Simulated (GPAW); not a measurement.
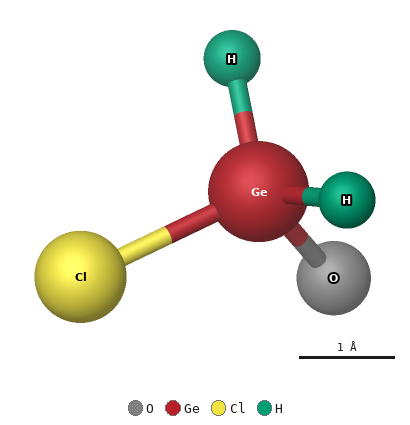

*The structure as given in the input (ball-and-stick view, seen at a tilt). Sticks mark near contacts.*

Bond lengths as drawn: Cl–Ge 2.14 Å, Ge–H 1.53 Å and Ge–O 1.78 Å.

# Property calculation, with input and output: GeH₂ClO

GeH₂ClO, multiplicity 2, computed with PBE/real-space grid, UKS, scalar-relativistic datasets (GPAW 26.7.0).

The geometry comes from this level: PBE0-D4/def2-TZVP.

### Input file (calc.py)
```python
import numpy as np
from ase import Atoms
from ase.units import Bohr, Debye
from gpaw import GPAW

positions_bohr = np.array(
              [[ -0.514761,  -1.118340,   3.071750],
               [  0.233759,  -0.153446,  -0.065196],
               [ -2.545650,   2.437936,  -1.471908],
               [  0.153068,  -2.539414,  -1.698864],
               [  2.767693,   1.233991,   0.085794]])
molecule = Atoms('OGeClHH', positions=positions_bohr * Bohr)
molecule.center(vacuum=4.5)
molecule.set_initial_magnetic_moments([0.333333, 0.333333, 0.333333, 0.0, 0.0])

calculator = GPAW(mode='fd',
                  xc='PBE',
                  symmetry='off',
                  occupations={'name': 'fermi-dirac', 'width': 0.0, 'fixmagmom': True},
                  maxiter=150,
                  h=0.18,
                  txt='-')
molecule.calc = calculator

energy = molecule.get_potential_energy()
print(f'Energy = {energy:.5f} eV')
forces = molecule.get_forces()
print('Forces (eV/Ang)')
for symbol, f in zip(molecule.symbols, forces):
    print(f'{symbol:2} {f[0]:9.4f} {f[1]:9.4f} {f[2]:9.4f}')
dipole = molecule.get_dipole_moment() / Debye
print(f'Dipole: {np.linalg.norm(dipole):.3f} D')
print('Moments:', molecule.get_magnetic_moments().round(3))
```

Hardware: 1 thread of Intel Xeon @ 2.60GHz (Ice Lake), 24 GiB of memory available, shared host.

Command:
```bash
python calc.py > calc.log
```

### Output
```
__  _  _
 | _ |_)|_||  |
 |__||  | ||/\| - 26.7.0

units:  Angstrom and eV
cores:  1
OpenMP: False

Versions:
  Python: 3.12.14
  ASE:    3.29.0
  Numpy:  2.5.5
  Scipy:  1.18.1
  Libxc:  7.0.0

        _gpaw.cpython-312-x86_64-linux-gnu.so

Input parameters:
  mode=FD(),
  h=0.18,
  maxiter=150,
  occupations=Occupations(name='fermi-dirac', width=0.0, fixmagmom=True),
  symmetry=Symmetry(point_group=False, time_reversal=False),
  xc=XC(name='PBE')

Diagonalizing LCAO Hamiltonian
Converting LCAO to fd mode
        .----------------------------.
       /|                            |
      / |                            |
     /  |                            |
    /   |                            |
   /    |                            |
  /     |                            |
 *      |                            |
 |      |                            |
 |      |         O                  |
 |      |              H             |
 |      |       Cl Ge                |
 |      |                            |
 |      |         H                  |
 |      .----------------------------.
 |     /                            /
 |    /                            /
 |   /                            /
 |  /                            /
 | /                            /
 |/                            /
 *----------------------------*

Atoms  # Å, Bohr magnetons
|   | symbol |        x |        y |        z |    initial magnetic moments |
|---|--------|----------|----------|----------|-----------------------------|
| 0 |      O | 5.574700 | 5.252000 | 7.024500 | ( 0.0000,  0.0000,  0.3333) |
| 1 |     Ge | 5.970800 | 5.762600 | 5.364500 | ( 0.0000,  0.0000,  0.3333) |
| 2 |     Cl | 4.500000 | 7.133900 | 4.620100 | ( 0.0000,  0.0000,  0.3333) |
| 3 |      H | 5.928100 | 4.500000 | 4.500000 | ( 0.0000,  0.0000,  0.0000) |
| 4 |      H | 7.311700 | 6.496800 | 5.444400 | ( 0.0000,  0.0000,  0.0000) |

Unit cell  # Å
| periodic |         x |         y |         z |   lengths |    angles |
|----------|-----------|-----------|-----------|-----------|-----------|
|       no | 11.811700 |  0.000000 |  0.000000 | 11.811700 | 90.000000 |
|       no |  0.000000 | 11.633900 |  0.000000 | 11.633900 | 90.000000 |
|       no |  0.000000 |  0.000000 | 11.524500 | 11.524500 | 90.000000 |

Number of symmetries: 1
Symmetry operations  # r_c * U_cc + t_c -> r_c
|   | kind |            matrix            |
|---|------|------------------------------|
| 0 |  E   |  1, 0, 0,  0, 1, 0,  0, 0, 1 |

BZ-sampling:
  Number of BZ points: 1
  Number of IBZ points: 1

  Monkhorst-Pack size: [1, 1, 1]
  Monkhorst-Pack shift: [0, 0, 0]

K-points  # in reciprocal-cell coordinates
|   |                                coordinates |     weight |
|---|--------------------------------------------|------------|
| 0 | (  0.00000000,   0.00000000,   0.00000000) | 1.00000000 |

Uniform wave function grid shape: (np.int64(63), np.int64(63), np.int64(63))
Spin-components: 2 (collinear spins)
Bands:           14
Projectors:      21
Spin-degeneracy: 1
Datatype:        float64

  Storage: CPU
  Wave functions: 56_010_528 bytes (56_010_528 per core)

Parallelization:
  kpt:    1
  domain: 1
  band:   1

Density:
  Valence electrons: 19.0
  Components: 2
  Grid points: [64 64 64]
  Charge: 0.0  # |e|

Potential:
  Grid points: [64 64 64]

species:
  O:
    name:    Oxygen
    Z:       8.0
    valence: 6
    core:    2
    charge:  0.0  # [|e|]
    file:    O.PBE.gz
    compensation charges:
      type: gauss
      rc: 0.21  # [Å]
      lmax: 2
    cutoffs:
      filter: 1.17  # [Å]
      core: 0.83  # [Å]
    projectors
    | kind |    occ | energy [eV] | rcut [Å] |
    |------|--------|-------------|----------|
    |   2s |  2.000 |     -23.961 |    0.688 |
    |   2p |  4.000 |      -9.029 |    0.598 |
    |    s |        |       3.251 |    0.688 |
    |    p |        |      18.182 |    0.598 |
    |    d |        |       0.000 |    0.619 |

    Using partial waves for O as LCAO basis

  Ge:
    name:    Germanium
    Z:       32.0
    valence: 4
    core:    28
    charge:  0.0  # [|e|]
    file:    Ge.PBE.gz
    compensation charges:
      type: gauss
      rc: 0.32  # [Å]
      lmax: 2
    cutoffs:
      filter: 1.77  # [Å]
      core: 3.42  # [Å]
    projectors
    | kind |    occ | energy [eV] | rcut [Å] |
    |------|--------|-------------|----------|
    |   4s |  2.000 |     -11.726 |    1.005 |
    |   4p |  2.000 |      -3.896 |    1.005 |
    |    s |        |      15.485 |    1.005 |
    |    p |        |      23.315 |    1.005 |
    |    d |        |       0.000 |    1.005 |

    Using partial waves for Ge as LCAO basis

  Cl:
    name:    Chlorine
    Z:       17.0
    valence: 7
    core:    10
    charge:  0.0  # [|e|]
    file:    Cl.PBE.gz
    compensation charges:
      type: gauss
      rc: 0.25  # [Å]
      lmax: 2
    cutoffs:
      filter: 1.40  # [Å]
      core: 1.49  # [Å]
    projectors
    | kind |    occ | energy [eV] | rcut [Å] |
    |------|--------|-------------|----------|
    |   3s |  2.000 |     -20.689 |    0.794 |
    |   3p |  5.000 |      -8.594 |    0.794 |
    |    s |        |       6.523 |    0.794 |
    |    p |        |      18.617 |    0.794 |
    |    d |        |       0.000 |    0.794 |

    Using partial waves for Cl as LCAO basis

  H:
    name:    Hydrogen
    Z:       1.0
    valence: 1
    core:    0
    charge:  0.0  # [|e|]
    file:    H.PBE.gz
    compensation charges:
      type: gauss
      rc: 0.15  # [Å]
      lmax: 2
    cutoffs:
      filter: 0.85  # [Å]
      core: 0.53  # [Å]
    projectors
    | kind |    occ | energy [eV] | rcut [Å] |
    |------|--------|-------------|----------|
    |   1s |  1.000 |      -6.494 |    0.476 |
    |    s |        |      20.717 |    0.476 |
    |    p |        |       0.000 |    0.476 |

    Using partial waves for H as LCAO basis

Reference energy: -71718.419874  # eV

eigensolver:
  PPCG
  Converge bands: occupied
  niter=2

density mixing:
  MSR1-Mixer
  Pratt-step length: 0.05
  Maximum mixing coefficient: 0.75
  Old densities: 10
  SVD Regularization: 0.005
  Good broyden scale: 1.0
  Trust region scale: 1.0
  Backstep threshold: 4.0
  History deletion threshold: 6.0
  Fourier metric: weight=20.0, sigma=0.015

occupation numbers:
  Fixed magnetic moment: 1.000
  # Zero width

FastPoissonSolver using
    Stencil: 6*3+1=19 point O(h^6) finite-difference Laplacian
    FFT axes: []
    FST axes: [np.int64(0), np.int64(1), np.int64(2)]

xc functional:
  name: PBE with 2 nearest neighbor stencil
interpolation: tri-quintic # 5. degree polynomial

Initialization done in: 3.494 s

convergence criteria:
- Maximum [total energy] change in last 3 cyles: 0.0005 eV / valence electron
- Maximum integral of absolute [dens]ity change: 0.0001 electrons / valence electron
- Maximum integral of absolute [eigenst]ate change: 4e-08 eV^2 / valence electron
maximum number of iterations: 150

SCF iterations
|iter     |     time |      energy | eigst |  dens |  magmom |
|---------|----------|-------------|-------|-------|---------|
|iter:   1| 00:00:06 |  -20.243169 | +0.76 |       |  +0.9950|
|iter:   2| 00:00:09 |  -19.120944 | -0.08 | -0.59 |  +0.9953|
|iter:   3| 00:00:12 |  -18.737761 | -0.30 | -0.75 |  +0.9959|
|iter:   4| 00:00:15 |  -18.601276 | -0.63 | -0.76 |  +0.9970|
|iter:   5| 00:00:18 |  -18.609431 | -0.63 | -0.91 |  +0.9982|
|iter:   6| 00:00:21 |  -18.668463 | -1.02 | -1.15 |  +0.9993|
|iter:   7| 00:00:24 |  -18.687561 | -1.35 | -1.53 |  +0.9999|
|iter:   8| 00:00:27 |  -18.690381 | -2.05 | -2.06 |  +1.0000|
|iter:   9| 00:00:31 |  -18.690997c| -2.92 | -2.38 |  +1.0000|
|iter:  10| 00:00:34 |  -18.691030c| -3.69 | -2.95 |  +1.0000|
|iter:  11| 00:00:37 |  -18.691033c| -4.62 | -3.40 |  +1.0000|
|iter:  12| 00:00:40 |  -18.691033c| -5.14 | -3.67 |  +1.0000|
|iter:  13| 00:00:44 |  -18.691034c| -5.42 | -3.85 |  +1.0000|
|iter:  14| 00:00:47 |  -18.691034c| -6.22 | -4.16c|  +1.0000|
|iter:  15| 00:00:50 |  -18.691034c| -6.66 | -4.46c|  +1.0000|
|iter:  16| 00:00:54 |  -18.691034c| -6.39 | -4.50c|  +1.0000|
|iter:  17| 00:00:57 |  -18.691034c| -6.64 | -4.64c|  +1.0000|
|iter:  18| 00:01:00 |  -18.691034c| -7.38 | -5.08c|  +1.0000|
|iter:  19| 00:01:03 |  -18.691034c| -7.95c| -5.47c|  +1.0000|

Converged in 19 steps
SCF loop duration: 59.145 s (3.113 s/step)
Energy contributions relative to reference atoms: (reference = -71718.419874)

Energy contributions:
  Kinetic:          33.370106
  Coulomb:         -34.009078
  Zero:              0.666234
  External:          0.000000
  Xc:              -18.718296
  Entropy:           0.000000
  Spinorbit:         0.000000
  ----------------------------
  Free energy:     -18.691034
  Extrapolated:    -18.691034

dipole moment: (0.374378, -0.120408, -0.295002)  # |e|*Ang

Total magnetic moment: (0.000000, 0.000000, 0.999999)

Local magnetic moments
|        x |        y |         z |
|----------|----------|-----------|
| 0.000000 | 0.000000 |  0.504017 |  # O    0
| 0.000000 | 0.000000 | -0.012422 |  # Ge   1
| 0.000000 | 0.000000 | -0.002850 |  # Cl   2
| 0.000000 | 0.000000 |  0.021622 |  # H    3
| 0.000000 | 0.000000 |  0.021591 |  # H    4

Fermi levels: -7.796, -6.491
Eigenvalues  # (at kpt = [0.000, 0.000, 0.000])
| band index |      eig [eV] | occ [0-1] |      eig [eV] | occ [0-1] |
|------------|---------------|-----------|---------------|-----------|
|          0 |       -24.357 |     1.000 |       -22.954 |     1.000 |
|          1 |       -20.688 |     1.000 |       -20.664 |     1.000 |
|          2 |       -14.387 |     1.000 |       -14.223 |     1.000 |
|          3 |       -10.705 |     1.000 |       -10.086 |     1.000 |
|          4 |        -9.988 |     1.000 |        -9.920 |     1.000 |
|          5 |        -9.732 |     1.000 |        -9.307 |     1.000 |
|          6 |        -9.074 |     1.000 |        -7.938 |     1.000 |
|          7 |        -8.071 |     1.000 |        -7.854 |     1.000 |
|          8 |        -7.826 |     1.000 |        -7.353 |     1.000 |
|          9 |        -7.796 |     1.000 |        -6.491 |     0.000 |
|         10 |        -1.649 |     0.000 |        -1.558 |     0.000 |
|         11 |        -1.012 |     0.000 |        -0.908 |     0.000 |
|         12 |        -0.683 |     0.000 |        -0.608 |     0.000 |
|         13 |         0.475 |     0.000 |         0.557 |     0.000 |

Gap: 0.030 eV
Transition (v -> c):
  (s=0, k=0, n=8, [0.00, 0.00, 0.00]) -> (s=0, k=0, n=9, [0.00, 0.00, 0.00])
No difference between direct/indirect transitions
vacuum-level: 0.000  # V
Energy = -18.69103 eV

Forces  # eV/Ang
|        x |        y |        z |
|----------|----------|----------|
| -0.01568 | -0.16172 |  0.34090 |  # O    0
| -0.02360 | -0.01113 |  0.06301 |  # Ge   1
| -0.27496 |  0.29592 | -0.22440 |  # Cl   2
|  0.01442 | -0.26518 | -0.19364 |  # H    3
|  0.30885 |  0.13848 | -0.00337 |  # H    4

Force computation time: 0.105  # s
Forces (eV/Ang)
O    -0.0157   -0.1617    0.3409
Ge   -0.0236   -0.0111    0.0630
Cl   -0.2750    0.2959   -0.2244
H     0.0144   -0.2652   -0.1936
H     0.3089    0.1385   -0.0034
Dipole: 2.361 D
Moments: [ 0.504 -0.012 -0.003  0.022  0.022]
```

### Results in brief

| quantity | value |
| --- | --- |
| outcome | converged |
| energy relative to the program's reference atoms | −18.6910 eV |
| largest force | 0.462 eV/Å |
| dipole moment | 2.36 D |
| wall time | 63 s |
| peak memory | 0.9 GiB |
